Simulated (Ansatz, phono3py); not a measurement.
# NaCl (Fm-3m): lattice thermal conductivity

How well does the lattice of NaCl conduct heat?

Experimental results on record:
- thermal conductivity 7.1 W/m/K near room temperature (given in “Combining the AFLOW GIBBS and Elastic Libraries to efficiently and robustly screen thermo-mechanical properties of solids”, 2017, arXiv:1611.05714)
- thermal conductivity 7.1 W/m/K near room temperature (given in “Predicting the lattice thermal conductivity of solids by solving the Boltzmann transport equation: AFLOW - AAPL an automated, accurate and efficient framework”, 2017, arXiv:1611.05481)

Main program and level: Ansatz 0.2.0; DFT PBEsol, scalar-relativistic, plane waves, PAW; PAW set soft_1.

The database entry behind the starting cell differs from later determinations by our own check (an axis about 0.4 % short against later determinations), so it need not match the best structure at ambient conditions.

### 1. The structure

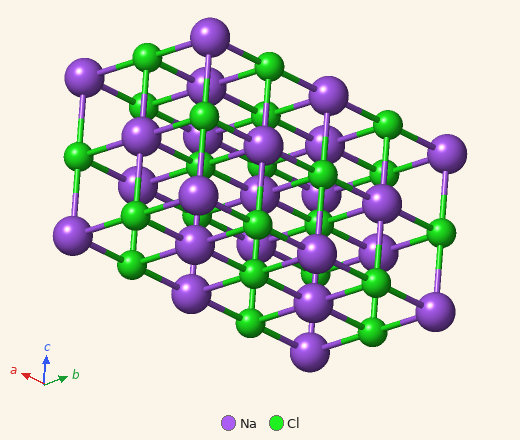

Start, viewed from a free direction; sodium purple, chlorine green. 2×1×1 cells are drawn. This picture shows the conventional cell, with its axes. Some periodic images of atoms are drawn too.

### 2. A first coarse run

A cheap single point shows whether the cell is a metal or an insulator and how far it is from rest; that sets the k-mesh and the occupations of what follows.

input.yaml

```yaml
crystal:
  lattice:
    - [0.0, 2.81, 2.81]
    - [2.81, 0.0, 2.81]
    - [2.81, 2.81, 0.0]
  atoms:
    - { symbol: Na, position: [0.0, 0.0, 0.0] }
    - { symbol: Cl, position: [0.5, 0.5, 0.5] }
kpoints:
  mp_grid: { grid: [6, 6, 6] }
hamiltonian:
  xc: pbesol
  pseudopotentials: { kind: paw, azcp: { folder: soft_1 }, xc_functional: pbe }
scf:
  occupations: { method: gaussian, width: 0.1 }
  lower_state_search: "off"
output:
  forces: true
  stress: true
  eigenvalues: true
```

Run with:

```sh
> ansatz run input.yaml --threads 8 --pin off --max-ram 19456MiB --backend cpu --events-out ev --progress --plain --runs-dir out
```

Numbers of over 12 decimals in the logs are rounded to 6 here.

Log:

```text
Engine: ansatz 0.2.0, aarch64-unknown-linux-gnu
Pseudopotentials: kind: paw
Pseudopotential: Na, paw, valence charge 9, recommended cutoff 420 eV (normal), soft_1/Na.paw.azcp
Pseudopotential: Cl, paw, valence charge 7, recommended cutoff 420 eV (normal), soft_1/Cl.paw.azcp
Functional definition: PBEsol
  exchange = pbesol_x
  correlation = pbesol_c
Crystal: 2 atoms, lattice volume = 44.376 Å³
Basis set: ecut = 420 eV, 893 PW (Γ), exchange–correlation on 54×54×54 points (8 copies of the dense FFT grid, shifted against one another)
Bands: 12, of which v1, the nominal top of the filled ones, is band 8 counted from 1 (7 counted from 0)
Symmetry: 48 space group operations
Space group: Fm-3m (ITA 225), of the structure as read, at distance tolerance 3.5e-5 Å
k-points: 16 of 216
Non-local potential: Na, projectors of the file, l = 0: 3, l = 1: 2, l = 2: 1
Non-local potential: Cl, projectors of the file, l = 0: 2, l = 1: 2, l = 2: 1
PAW form: soft (Blöchl's): semilocal exchange-correlation on the pseudo side does not see the compensation charge
PAW frozen core: Na, regenerated for the run's functional, and the local potential with it (the file was generated under x = pbe(κ = 0.804, μ = 0.219515), c = pbe(β = 0.066725))
PAW frozen core: Cl, regenerated for the run's functional, and the local potential with it (the file was generated under x = pbe(κ = 0.804, μ = 0.219515), c = pbe(β = 0.066725))
PAW one-centre angular grid: Na, 110 points (default); XC on 64 Gauss nodes
PAW one-centre angular grid: Cl, 110 points (default); XC on 64 Gauss nodes
Initial density: superposition of atomic densities (chi_scale 0.1, normalization cell, long waves kept (reshape's long-wave potential 0.00 eV rms))
Initial wavefunctions: pseudopotential atomic-orbital guess
Functional: x = pbesol(κ = 0.804, μ = 0.123457), c = pbesol(β = 0.046)
SCF iter   1: F=—  HF=-2541.282479 eV  |F-HF|=—  |Δ(HF+E_count)|=         —  Δρ=7.36e-2  dr2=2.02e0  ethr=3.10e-3  ⟨swp⟩=6.1  Hψ=1347  notcnv=0
preconditioner: auto → none  [insulator: Δε(μ)=3.815 eV  Ē_g=12.618 eV  σ=0.100 eV  W_gap=1.00  n_scr=14 (ndim 8)  ℏωp=15.8 eV  f_vac=0.000  D(μ)=0.00/eV (n_scr^D=0)  ε∞_Penn≈2.6]
SCF iter   2: F=—  HF=-2540.314949 eV  |F-HF|=—  |Δ(HF+E_count)|=   9.68e-1  Δρ=1.49e-2  dr2=1.17e-1  ethr=3.10e-3  ⟨swp⟩=3.3  Hψ=581  notcnv=0
SCF iter   3: F=—  HF=-2540.287326 eV  |F-HF|=—  |Δ(HF+E_count)|=   2.76e-2  Δρ=5.68e-3  dr2=1.34e-2  ethr=7.28e-4  ⟨swp⟩=3.0  Hψ=371  notcnv=0
SCF iter   4: F=—  HF=-2540.287196 eV  |F-HF|=—  |Δ(HF+E_count)|=   1.30e-4  Δρ=1.30e-3  dr2=1.11e-3  ethr=8.38e-5  ⟨swp⟩=2.0  Hψ=384  notcnv=0
SCF iter   5: F=—  HF=-2540.287357 eV  |F-HF|=—  |Δ(HF+E_count)|=   1.61e-4  Δρ=2.14e-4  dr2=1.62e-5  ethr=6.92e-6  ⟨swp⟩=2.0  Hψ=256  notcnv=0
SCF iter   6: F=—  HF=-2540.287407 eV  |F-HF|=—  |Δ(HF+E_count)|=   4.96e-5  Δρ=3.99e-5  dr2=4.20e-7  ethr=1.01e-7  ⟨swp⟩=2.0  Hψ=320  notcnv=0
SCF iter   7: F=-2540.287407 eV  HF=-2540.287407 eV  |F-HF|=1.79e-9  |Δ(HF+E_count)|=   1.75e-7  Δρ=3.73e-6  dr2=2.68e-9  ethr=6.25e-10  ⟨swp⟩=6.2  Hψ=1075  notcnv=0
SCF 1 converged in 7 iterations: F = -2540.287407 eV  dr2 = 2.68e-9
  greatest PAW one-centre occupation: 0.999 electrons in one spin orbital (limit 2), on the Na atom at site 0 (counted from 0), in its partial waves of l = 0
SCF converged after 7 iterations
Free energy (F): -2540.287407 eV
Harris-Foulkes:  -2540.287407 eV  (|F-HF|=1.79e-9)
Internal energy: -2540.287407 eV  (E = F + TS)
E sigma→0 (E₀):  -2540.287407 eV
Fermi energy:    3.558380 eV
--- Per-component energies (eV) ---
  E_band       = -233.622294
  E_kinetic    = 266.621142
  E_local      = -1672.846557  (includes V_loc(G=0)·N_el)
  E_nonlocal   = 310.376550
  E_hartree    = 563.530682
  E_xc         = -143.448291
  E_vxc        = -163.983825  (∫ρ·V_xc dr)
  E_paw        = -925.169047  (= ΣΔE_a)
  E_vpaw       = -100.852798  (= ΣTr[D̂ρ^β])
  E_aug_tail   = 0.000146  (compensation charges beyond the density's cutoff)
  E_ewald      = -939.485157
  E_core_change = 0.133126  (= ΣΔE_core)
  E_smearing   = -0.000000  (= −TS)
  E_closure    = -0.000000  (closes the sum)
  Σ components = -2540.287407   (vs F -2540.287407, Δ=0.00e0)
--- Forces (eV/Å), atoms counted from 1 ---
  atom   1  Na    -0.00000000    -0.00000000     0.00000000
  atom   2  Cl     0.00000000     0.00000000    -0.00000000
  max |Σ_I F_I| component: 6.06e-30 eV/Å
--- Stress (GPa, compression-positive) ---
       -0.243259       0.000000       0.000000
        0.000000      -0.243259       0.000000
       -0.000000      -0.000000      -0.243259
  P = ⅓ Tr σ = -0.2433 GPa (-2.433 kbar)
--- Band table (eV; the first three rows and the last of 16) ---
  k-point 0: bands = [... 4 lower, -11.5959, 1.0691, 1.0691, 1.0691, 6.0455, 11.9759, 11.9759, 11.9759]
  k-point 1: bands = [... 4 lower, -11.5115, 0.4404, 0.9970, 0.9970, 6.8743, 11.1932, 12.2617, 12.2617]
  k-point 2: bands = [... 4 lower, -11.3350, -0.5237, 0.8598, 0.8598, 7.9652, 11.0297, 12.0894, 12.0894]
  k-point 15: bands = [... 4 lower, -11.1797, -0.4278, 0.1193, 0.3261, 9.3751, 9.7572, 11.4225, 13.0130]
```

Run time: 0.72 s. Hardware: 8 threads of Arm Neoverse V2, shared host; peak memory 0.27 GiB.

Numbers from this step:

- pressure: -0.2433 GPa
- gap on the k-mesh: 4.976 eV
- volume per atom: 22.19 Å³/atom

The start is under -0.24 GPa at this level and looks like an insulator or semiconductor on this mesh.

### 3. Finding the static equilibrium

The vibrations must be taken about the equilibrium of this functional, not about the starting cell, so the structure is relaxed.

input.yaml, the sections that differ from step 2:

```yaml
kpoints:
  mp_grid: { grid: [8, 8, 8] }
scf:
  occupations: { method: gaussian, width: 0.02 }
  lower_state_search: "off"
output:
  forces: true
  stress: true
  eigenvalues: true
  write_density: true
  write_potential: true
  elf: true
  volumetric_format: npy
relax:
  adjacent_minimum: "off"
  f_tol: 0.005
  max_steps: 80
  cell: { stress_tol: 0.05 }
# crystal, hamiltonian: as in step 2
```

Log:

```text
[...]
Crystal: 2 atoms, lattice volume = 44.376 Å³
Basis set: ecut = 420 eV, 893 PW (Γ), exchange–correlation on 54×54×54 points (8 copies of the dense FFT grid, shifted against one another)
Bands: 12, of which v1, the nominal top of the filled ones, is band 8 counted from 1 (7 counted from 0)
Symmetry: 48 space group operations
[...]
k-points: 29 of 512
[...]
SCF iter   1: F=—  HF=-2541.281815 eV  |F-HF|=—  |Δ(HF+E_count)|=         —  Δρ=7.36e-2  dr2=2.02e0  ethr=3.10e-3  ⟨swp⟩=6.1  Hψ=2333  notcnv=0
[...]
SCF iter   7: F=-2540.287437 eV  HF=-2540.287437 eV  |F-HF|=1.65e-9  |Δ(HF+E_count)|=   1.72e-7  Δρ=3.41e-6  dr2=2.33e-9  ethr=6.25e-10  ⟨swp⟩=10.7  Hψ=2679  notcnv=0
SCF 1 converged in 7 iterations: F = -2540.287437 eV  dr2 = 2.33e-9
[...]
relax step   1: F+E_penalty+E_count = -2540.28743672 eV  Δ(F+E_penalty+E_count) = +0.000e0 eV  max|allowed force component| = 4.495e-30 eV/Å  Δτ_max = 0.0000 Å  P = -0.244 GPa  Ω = 44.376 Å³  (7 SCF iters, dr2 threshold 1.00e-7 eV, accepted)
Crystal: 2 atoms, lattice volume = 44.095 Å³
Basis set: ecut = 420 eV, 869 PW (Γ), exchange–correlation on 54×54×54 points (8 copies of the dense FFT grid, shifted against one another)
[...]
iter 1 solved again at ethr=3.21e-7 eV; its pass at ethr=3.10e-3 eV (dr2=5.14e-5 eV) is discarded
[...]
SCF iter   4: F=-2540.287733 eV  HF=-2540.287733 eV  |F-HF|=6.18e-9  |Δ(HF+E_count)|=   1.34e-7  Δρ=5.52e-6  dr2=2.07e-8  ethr=9.28e-10  ⟨swp⟩=10.9  Hψ=2702  notcnv=0
SCF 2 converged in 4 iterations: F = -2540.287733 eV  dr2 = 2.07e-8
relax step   2: F+E_penalty+E_count = -2540.28773255 eV  Δ(F+E_penalty+E_count) = -2.958e-4 eV  max|allowed force component| = 2.482e-30 eV/Å  Δτ_max = 0.0000 Å  P = -0.085 GPa  Ω = 44.095 Å³  energy of the carried Pulay correction = +7.373e-6 eV  (4 SCF iters, dr2 threshold 1.49e-7 eV, accepted)
Crystal: 2 atoms, lattice volume = 43.947 Å³
[...]
SCF iter   4: F=-2540.287775 eV  HF=-2540.287775 eV  |F-HF|=1.18e-9  |Δ(HF+E_count)|=   2.81e-8  Δρ=2.89e-6  dr2=5.56e-9  ethr=1.12e-10  ⟨swp⟩=9.4  Hψ=2335  notcnv=0
SCF 3 converged in 4 iterations: F = -2540.287775 eV  dr2 = 5.56e-9
relax step   3: F+E_penalty+E_count = -2540.28777498 eV  Δ(F+E_penalty+E_count) = -4.243e-5 eV  max|allowed force component| = 2.498e-30 eV/Å  Δτ_max = 0.0000 Å  P = +0.002 GPa  Ω = 43.947 Å³  energy of the carried Pulay correction = +1.129e-5 eV  (4 SCF iters, dr2 threshold 1.80e-8 eV, accepted)
[...]
SCF iter   1: F=—  HF=-2540.287734 eV  |F-HF|=—  |Δ(HF+E_count)|=         —  Δρ=4.49e-6  dr2=5.47e-9  ethr=2.90e-6  ⟨swp⟩=2.9  Hψ=3255  notcnv=0
eigensolver tolerance schedule: the retry pair's looser diagonalisation over-reported the residual by 84781.57 of it (diagonalisation noise at an unbounded share of the residual, at the tolerance the schedule requests for it); recorded, not acted on — ethr = c·dr2/N_el stays at c = 1.0e-1
[...]
SCF iter   2: F=—  HF=-2540.287763 eV  |F-HF|=—  |Δ(HF+E_count)|=   2.92e-5  Δρ=3.62e-6  dr2=1.90e-9  ethr=3.42e-11  ⟨swp⟩=4.1  Hψ=891  notcnv=0
[...]
SCF iter   4: F=-2540.287763 eV  HF=-2540.287763 eV  |F-HF|=4.55e-12  |Δ(HF+E_count)|=  7.53e-10  Δρ=2.70e-7  dr2=1.59e-11  ethr=1.00e-12  ⟨swp⟩=5.0  Hψ=1786  notcnv=0
SCF 4 converged in 4 iterations: F = -2540.287763 eV  dr2 = 1.59e-11
relax step   4: F+E_penalty+E_count = -2540.28776285 eV  Δ(F+E_penalty+E_count) = +1.213e-5 eV  max|allowed force component| = 2.761e-30 eV/Å  Δτ_max = 0.0000 Å  P = +0.002 GPa  Ω = 43.947 Å³  stress off target by 1.86e-3 GPa  SCF on the basis re-selected at this cell (its energy is not comparable with the rows above)  (4 SCF iters)
basis re-selected at this cell: Δ(F+E_penalty+E_count) = +1.213e-5 eV, ΔP = +0.000 GPa vs the last step (what re-selecting the basis moved, of the pressure what is left beyond the Pulay correction that the steps carried, after the strain that the cell walked since its last selection, with what the two solves' SCF thresholds leave and, on support functions, any second-order correction that the steps lacked; it is no m [...]
SCF converged after 4 iterations
Free energy (F): -2540.287763 eV
[...]
Internal energy: -2540.287763 eV  (E = F + TS)
E sigma→0 (E₀):  -2540.287763 eV
Fermi energy:    3.649895 eV
[...]
--- Stress (GPa, compression-positive) ---
        0.001861      -0.000000      -0.000000
       -0.000000       0.001861      -0.000000
       -0.000000      -0.000000       0.001861
  P = ⅓ Tr σ = 0.0019 GPa (0.019 kbar)
--- Band table (eV; the first three rows and the last of 29) ---
  k-point 0: bands = [... 4 lower, -11.5443, 1.1435, 1.1435, 1.1435, 6.1562, 12.0582, 12.0582, 12.0582]
  k-point 1: bands = [... 4 lower, -11.4937, 0.7510, 1.1000, 1.1000, 6.6681, 11.5204, 12.2543, 12.2543]
  k-point 2: bands = [... 4 lower, -11.3680, -0.0171, 0.9987, 0.9987, 7.6421, 11.0016, 12.3625, 12.3625]
  k-point 28: bands = [... 4 lower, -11.1118, -0.1153, -0.1153, 0.3477, 9.9399, 10.6874, 10.6874, 12.4176]
--- Relaxed structure (3 steps of the walk, 3 accepted, 1 SCFs on fresh bases) ---
  F+E_penalty+E_count = -2540.28776285 eV   max|allowed force component| = 2.761e-30 eV/Å   (the final SCF, on the basis selected at the relaxed cell)
  cell:  # Å, volume = 43.9472 Å³
    - [0, 2.800917, 2.800917]
    - [2.800917, 0, 2.800917]
    - [2.800917, 2.800917, 0]
  atoms:
    - { symbol: Na, position: [0, 0, 0] }
    - { symbol: Cl, position: [0.5, 0.5, 0.5] }
```

Elapsed: 0.93 s, on 8 threads; peak memory 0.31 GiB.

Relaxation path:

```tsv
step	energy less that of the first step (eV)	largest force component (eV/Å)	pressure (GPa)	volume (Å³)
1	0.0000	0.0000	-0.24	44.38
2	-0.0003	0.0000	-0.08	44.10
3	-0.0003	0.0000	0.00	43.95
4*	-0.0003	0.0000	0.00	43.95
```

Relaxation steps marked * repeat the geometry before them on a plane-wave basis chosen anew for their cell, so energy and pressure can jump there.

Forces are held to the 48 operations that the run works with; a distortion that breaks them can't arise in this run.

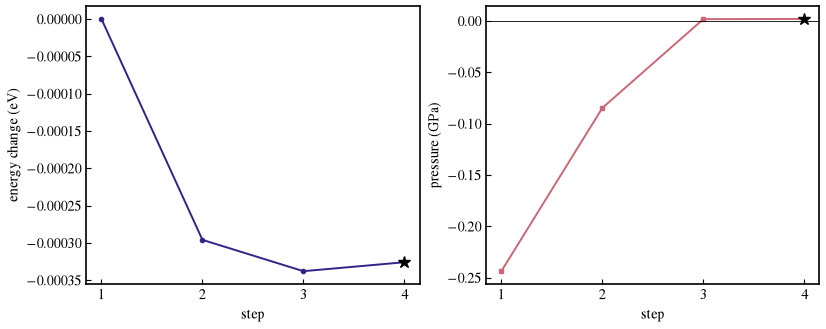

Energy and pressure along the relaxation. Stars mark steps on a basis chosen anew.

```tsv
conventional cell, symmetrised	before	after	change
a (Å)	5.620	5.602	-0.3 %
b (Å)	5.620	5.602	-0.3 %
c (Å)	5.620	5.602	-0.3 %
volume (Å³/atom)	22.19	21.97	-1.0 %
```

The relaxed structure:

```xyz
2
Lattice="0.0000 2.8009 2.8009 2.8009 0.0000 2.8009 2.8009 2.8009 0.0000" Properties=species:S:1:pos:R:3 pbc="T T T"
Na    0.0000    0.0000    0.0000
Cl    2.8009    2.8009    2.8009
```

Numbers from this step:

| Quantity | Value |
| --- | --- |
| pressure | 0.001861 GPa |
| gap on the k-mesh | 5.013 eV |
| volume per atom | 21.97 Å³/atom |

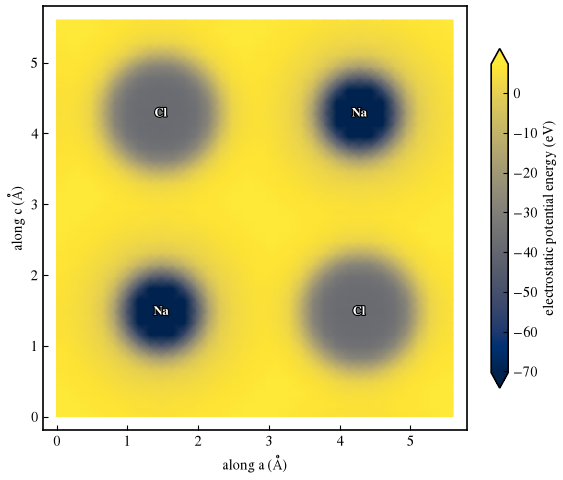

Electrostatic potential energy in the ac plane of the conventional cell at fractional y = 0.000, with atoms of Na and Cl within 0.2 Å of it. With pseudopotentials it is smooth inside the atoms' cores, unlike the true potential. The map starts off the cell's origin, so that atoms lie inside it.

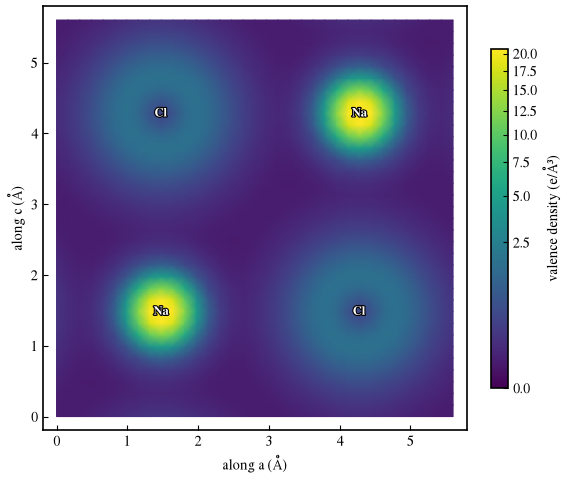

Valence density in the ac plane of the conventional cell at fractional y = 0.000, with atoms of Na and Cl within 0.2 Å of it. It is the smooth field of the valence electrons, not physical close to the nuclei. The map starts off the cell's origin, so that atoms lie inside it. The colour scale is stretched toward low values.

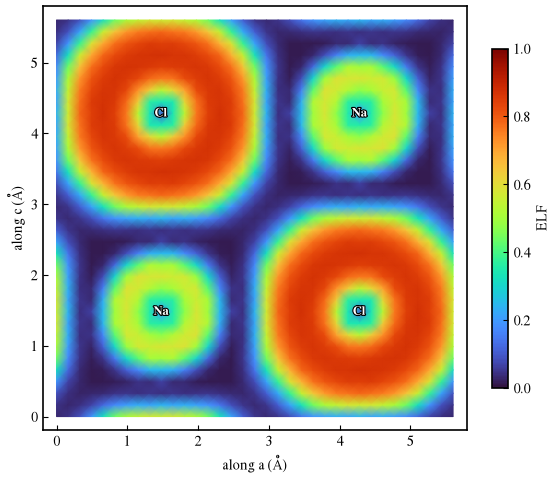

ELF in the ac plane of the conventional cell at fractional y = 0.000, with atoms of Na and Cl within 0.2 Å of it. It is the smooth field of the valence electrons, not physical close to the nuclei. The map starts off the cell's origin, so that atoms lie inside it.

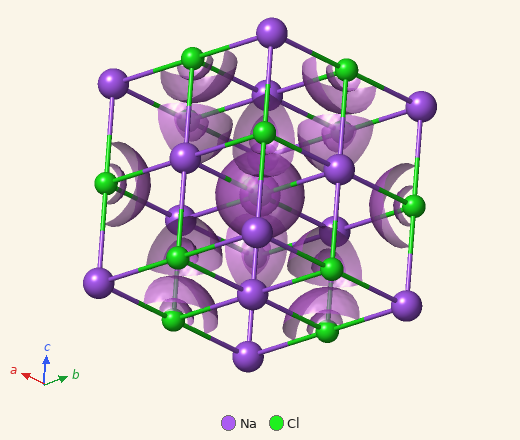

Surface of ELF = 0.79.

### 4. Relaxing to small residual forces and stress

The thresholds are tightened for a last relaxation ahead of the phonons, and where mesh or smearing change with them the cell follows.

input.yaml

```yaml
crystal:
  lattice:
    - [0.0, 2.800917063, 2.800917063]
    - [2.800917063, 0.0, 2.800917063]
    - [2.800917063, 2.800917063, 0.0]
  atoms:
    - { symbol: Na, position: [0.0, 0.0, 0.0] }
    - { symbol: Cl, position: [0.5, 0.5, 0.5] }
kpoints:
  mp_grid: { grid: [9, 9, 9] }
hamiltonian:
  xc: pbesol
  pseudopotentials: { kind: paw, azcp: { folder: soft_1 }, xc_functional: pbe }
scf:
  occupations: { method: fixed }
  lower_state_search: "off"
output:
  forces: true
  stress: true
  eigenvalues: true
relax:
  adjacent_minimum: "off"
  f_tol: 0.001
  max_steps: 60
  cell: { stress_tol: 0.01 }
```

Log:

```text
[...]
Crystal: 2 atoms, lattice volume = 43.947 Å³
Basis set: ecut = 420 eV, 869 PW (Γ), exchange–correlation on 54×54×54 points (8 copies of the dense FFT grid, shifted against one another)
Bands: 12, of which v1, the nominal top of the filled ones, is band 8 counted from 1 (7 counted from 0)
Symmetry: 48 space group operations
[...]
k-points: 35 of 729
[...]
k-point 34: bands = [... 4 lower, -11.1179, -0.2582, 0.0051, 0.4213, 9.9471, 10.4121, 10.7566, 12.7299]
--- Relaxed structure (1 steps of the walk, 1 accepted, 1 SCFs on fresh bases) ---
[...]
cell:  # Å, volume = 43.9472 Å³
    - [0.0, 2.800917063, 2.800917063]
    - [2.800917063, 0.0, 2.800917063]
    - [2.800917063, 2.800917063, 0.0]
  atoms:
    - { symbol: Na, position: [0.0, 0.0, 0.0] }
    - { symbol: Cl, position: [0.5, 0.5, 0.5] }
[key lines of the parts left out:]
SCF converged after 7 iterations
Free energy (F): -2540.287765 eV
Fermi energy:    1.143482 eV
P = ⅓ Tr σ = 0.0018 GPa (0.018 kbar)
```

Wall time 0.63 s (8 threads); peak memory 0.3 GiB; 3.1 s of CPU time.

Little changed from the start: no atom moved by 0.005 Å and no cell edge by 0.1 %.

This step gave:

```
pressure : 0.001811 GPa
```

The residual pressure is 0.0018 GPa, small enough for phonons.

(Continued in part 2 of 3.)

[Logs are printed without paths, hosts, clocks, repeated set-up lines and the standing remarks that a program may print on its own settings, such as how far it seeks lower states.]

[Hosts, paths, dates, database ids (printed as entryN), source tags and the programs' standing remarks are cut or masked in the printed files.]

[A step with changed settings may run another functional than the one named; its input shows which.]
